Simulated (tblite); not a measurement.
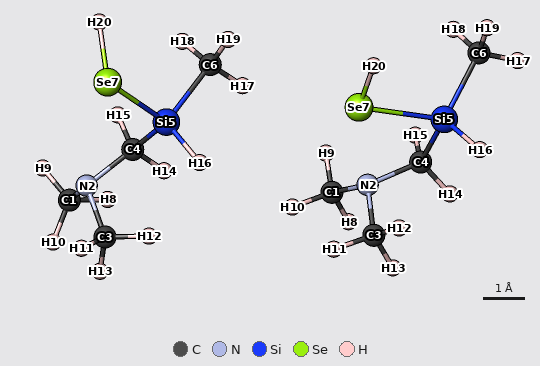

Two geometries of C₄H₁₃NSeSi, drawn at one scale. One is the start of a relaxation, the other its converged end. Style: ball-and-stick. Shown from a free direction.

Level of theory: tblite 0.8.0, GFN2-xTB geometry optimisation, gas phase. 

### Which one is relaxed?

The right one is the relaxed one. The energy falls by 1.168 eV in 173 geometry steps. The atom that moves furthest after the best rigid fit is H10 (1.26 Å). By element the largest moves are H 1.26 Å, Se 1.13 Å, C 0.58 Å, Si 0.30 Å, N 0.28 Å. Some distances before and after: N2–Se7 3.776 → 2.771 Å, Se7–H20 1.558 → 1.449 Å, C4–Si5 1.833 → 1.912 Å, C6–H18 1.127 → 1.086 Å. Bond angles that change, for instance: C4–Si5–Se7 113.9° → 95.4°, C1–N2–C4 103.0° → 112.8°, Si5–Se7–H20 106.8° → 97.0°. Groups turn about Si5–Se7 by about 80°, N2–C3 by about 55°, C1–N2 by about 25°. Cost: 1.2 s on 1 thread of Arm Neoverse V2, with other jobs on the host.
